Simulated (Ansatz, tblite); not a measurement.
# Al(PH3)Cl3 (AlCl3H3P): spin states and exact exchange

Is the singlet the ground state of Al(PH3)Cl3 (AlCl3H3P)? Other spin states are computed and compared level by level.

Program: Ansatz 0.2.0, Gaussian basis. Level of theory: as each input shows. These are calculated values, not measurements.

Levels to be run: triplet, at the geometry of the singlet (GFN1-xTB, GFN2-xTB, PBE0-D4/def2-TZVP, PBE-D4/def2-TZVP, r2SCAN-D4/def2-TZVP); the singlet's energies come from earlier runs.

2 further runs of the same task are left out: 2 set aside as unsound or not needed.

## Step 1: The structure

The geometry is that of the singlet, from an earlier relaxation (PBE-D4/def2-SVP).

8 atoms, charge 0, spin multiplicity 1.

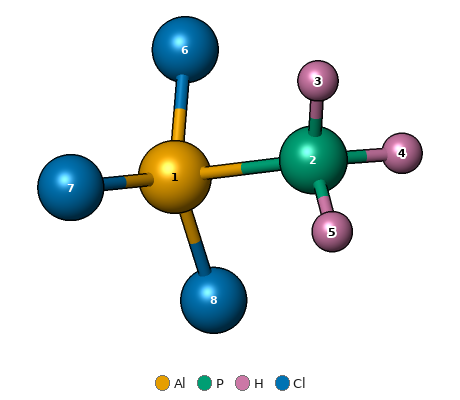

The geometry (aluminium amber, phosphorus teal, hydrogen pink, chlorine blue); atoms are numbered from 1 in the order of the file.

Geometry (Å):

```xyz
8
charge 0, multiplicity 1
Al   -0.00515    0.01014   -1.37126
P     0.00231   -0.00599    1.11619
H     0.69814    1.04183    1.79048
H     0.57245   -1.13838    1.77128
H    -1.25308    0.06024    1.79173
Cl    2.09402   -0.03783   -1.69910
Cl   -1.01239    1.85271   -1.69497
Cl   -1.09629   -1.78274   -1.70436
```

## Step 2: Triplet at the fixed geometry, GFN1-xTB

Tight binding, by tblite at 300 K electronic temperature and without a spin-polarisation term:

```python
tblite.interface.Calculator('GFN1-xTB', numbers, positions, charge=0, uhf=2).singlepoint()
```

Energy -499.1451 eV; 0.012 s.

## Step 3: Triplet at the fixed geometry, GFN2-xTB

Tight binding, by tblite at 300 K electronic temperature and without a spin-polarisation term:

```python
tblite.interface.Calculator('GFN2-xTB', numbers, positions, charge=0, uhf=2).singlepoint()
```

Energy -510.8326 eV; 0.01 s.

## Step 4: Triplet at the fixed geometry, PBE0-D4/def2-TZVP

Contents of in.yaml:

```yaml
crystal:
  periodic: [false, false, false]
  atoms:
    - {symbol: Al, position_ang: [-0.005153, 0.010138, -1.371258]}
    - {symbol: P, position_ang: [0.002313, -0.005986, 1.116190]}
    - {symbol: H, position_ang: [0.698140, 1.041828, 1.790479]}
    - {symbol: H, position_ang: [0.572447, -1.138380, 1.771280]}
    - {symbol: H, position_ang: [-1.253084, 0.060244, 1.791733]}
    - {symbol: Cl, position_ang: [2.094020, -0.037827, -1.699097]}
    - {symbol: Cl, position_ang: [-1.012386, 1.852712, -1.694970]}
    - {symbol: Cl, position_ang: [-1.096286, -1.782739, -1.704356]}
basis:
  gaussian: {orbitals: def2-TZVP}
magnetization: {spin_polarized: true, initial_magnetization: 2}
hamiltonian: {xc: pbe0, dispersion: d4}
scf: {omitted_lower_state_checks: [starts]}
output: {orbitals: {seedname: orbitals}}
```

Started as:

```sh
> ansatz run in.yaml --threads 2 --pin off --events-out ev --progress --plain --max-ram 22528MiB --backend cpu
```

What it wrote:

```text
Functional definition: PBE0
  name "PBE0"
  cite "Adamo & Barone, J. Chem. Phys. 110, 6158 (1999) doi:10.1063/1.478522"
  cite "Perdew, Burke & Ernzerhof, Phys. Rev. Lett. 77, 3865 (1996) doi:10.1103/PhysRevLett.77.3865"
  parent pbe
  parameter a = 0.25
  parameter kappa = 0.804
  parameter beta = 0.06672455060314922
  exchange = (1 - a)*pbe_x(kappa = kappa, mu = beta*pi^2/3) + a*exact_x
  correlation = pbe_c(beta = beta)
these checks for a lower state are left out or cut short: starts
1497 factors; their error is unknown
mean field evaluation 1: about -53484.1193 eV, gradient 1.3e1 eV
mean field evaluation 2: about -53484.6428 eV, gradient 1.0e1 eV
mean field evaluation 4: about -53485.0846 eV, gradient 1.1e0 eV
mean field evaluation 8: about -53485.0996 eV, gradient 8.7e-2 eV
mean field evaluation 16: about -53485.2312 eV, gradient 1.9e-2 eV
mean field -53485.23500523 eV, -1965.5461328479 hartree, gradient 4.4e-6 eV, S^2 2.007809; 0 other end points of the search recorded, 0 dependent functions left out
reference -53485.23504072 eV, -1965.5461341522 hartree; 42, 40 occupied and 161, 163 virtual orbitals, 1497 factors
Total energy: -53485.49317839 eV, -1965.5556205366 hartree
Checks for a lower state left out: starts
```

It took 29 s on 2 threads of AMD EPYC 7R13, shared host; peak memory 1.4 GiB.

Report: HOMO -2.93 eV, LUMO -6.97 eV (over both spins; with the spin held, an empty level of the minority spin lies below the top filled one); ⟨S²⟩ 2.008 (pure: 2.00).

## Step 5: Triplet at the fixed geometry, PBE-D4/def2-TZVP

start.molden holds the orbitals of an earlier run on this state, given as this run's starting guess.

in.yaml, as its differences from that of step 4:

```diff
@@ -12,5 +12,5 @@
 basis:
-  gaussian: {orbitals: def2-TZVP}
+  gaussian: {orbitals: def2-TZVP, initial_orbitals: start.molden}
 magnetization: {spin_polarized: true, initial_magnetization: 2}
-hamiltonian: {xc: pbe0, dispersion: d4}
+hamiltonian: {xc: pbe, dispersion: d4}
 scf: {omitted_lower_state_checks: [starts]}
```

Launched as before.

What it wrote:

```text
Functional definition: PBE
  name "PBE"
  cite "Perdew, Burke & Ernzerhof, Phys. Rev. Lett. 77, 3865 (1996) doi:10.1103/PhysRevLett.77.3865"
  parent pbe
  parameter kappa = 0.804
  parameter beta = 0.06672455060314922
  exchange = pbe_x(kappa = kappa, mu = beta*pi^2/3)
  correlation = pbe_c(beta = beta)
these checks for a lower state are left out or cut short: starts
1429 factors; their error is unknown
mean field evaluation 1: about -53480.8191 eV, gradient 1.2e1 eV
mean field evaluation 2: about -53480.9867 eV, gradient 3.4e-1 eV
mean field evaluation 4: about -53480.9848 eV, gradient 5.3e-2 eV
mean field evaluation 8: about -53480.9848 eV, gradient 1.9e-5 eV
mean field evaluation 16: about -53480.9848 eV, gradient 8.7e-6 eV
mean field -53480.98484141 eV, -1965.3899422081 hartree, gradient 8.7e-6 eV, S^2 2.004086; 0 other end points of the search recorded, 0 dependent functions left out
reference -53480.98488969 eV, -1965.3899439824 hartree; 42, 40 occupied and 161, 163 virtual orbitals, 1429 factors
Total energy: -53481.27965476 eV, -1965.4007763992 hartree
Checks for a lower state left out: starts
```

Run time: 15 s. Hardware: 2 threads of AMD EPYC 7R13, shared host; peak memory 0.64 GiB.

From the report: HOMO -1.83 eV, LUMO -7.43 eV (over both spins; with the spin held, an empty level of the minority spin lies below the top filled one); ⟨S²⟩ 2.004 (pure: 2.00).

## Step 6: Triplet at the fixed geometry, r2SCAN-D4/def2-TZVP

in.yaml, as its differences from that of step 5:

```diff
@@ -14,3 +14,3 @@
 magnetization: {spin_polarized: true, initial_magnetization: 2}
-hamiltonian: {xc: pbe, dispersion: d4}
+hamiltonian: {xc: r2scan, dispersion: d4}
 scf: {omitted_lower_state_checks: [starts]}
```

Launched as before.

What it wrote:

```text
Functional definition: r2SCAN
  name "r2SCAN"
  cite "Furness, Kaplan, Ning, Perdew & Sun, J. Phys. Chem. Lett. 11, 8208 (2020) doi:10.1021/acs.jpclett.0c02405"
  cite "Furness, Kaplan, Ning, Perdew & Sun, J. Phys. Chem. Lett. 11, 9248 (2020) doi:10.1021/acs.jpclett.0c03077"
  parent r2scan
  parameter k0 = 0.174
  parameter k1 = 0.065
  parameter a1 = 4.9479
  exchange = r2scan_x(k0 = k0, k1 = k1, a1 = a1)
  correlation = r2scan_c
these checks for a lower state are left out or cut short: starts
1429 factors; their error is unknown
mean field evaluation 1: about -53500.6213 eV, gradient 8.4e0 eV
mean field evaluation 2: about -53500.6746 eV, gradient 1.4e-1 eV
mean field evaluation 4: about -53500.6617 eV, gradient 5.8e-3 eV
mean field evaluation 8: about -53500.6617 eV, gradient 1.6e-5 eV
mean field -53500.66171805 eV, -1966.1130540874 hartree, gradient 8.5e-6 eV, S^2 2.009258; 0 other end points of the search recorded, 0 dependent functions left out
reference -53500.66173315 eV, -1966.1130546422 hartree; 42, 40 occupied and 161, 163 virtual orbitals, 1429 factors
Total energy: -53500.73318705 eV, -1966.1156805246 hartree
Checks for a lower state left out: starts
```

It took 28 s on 2 threads of AMD EPYC 7R13, shared host; peak memory 0.71 GiB.

Report: HOMO -2.11 eV, LUMO -7.49 eV (over both spins; with the spin held, an empty level of the minority spin lies below the top filled one); ⟨S²⟩ 2.009 (pure: 2.00).

## Step 7: Triplet less singlet, vertical

The singlet's energies are those of its earlier runs, whose logs aren't repeated here.

| level | triplet less singlet, vertical (eV) | time |
| --- | --- | --- |
| GFN1-xTB | +5.638 | 0.021 s |
| GFN2-xTB | +5.325 | 0.019 s |
| PBE-D4/def2-TZVP | +5.805 | 18 s |
| r2SCAN-D4/def2-TZVP | +5.989 | 35 s |
| PBE0-D4/def2-TZVP | +6.199 | 35 s |

Times add the two runs; a level without a time comes out of a correlated run. Tight binding without a spin term can't rank spin states.

## Step 8: Outcome

```
                                                quantity                                   value
triplet less singlet, vertical, functionals in def2-TZVP  +5.805 (PBE-D4) to +6.199 eV (PBE0-D4)
```

All functionals put the triplet above the singlet, over a spread of 0.394 eV. The checks for a lower triplet were left out, so another state of that spin may lie lower. These are electronic energies, without zero-point motion, entropy or surroundings.
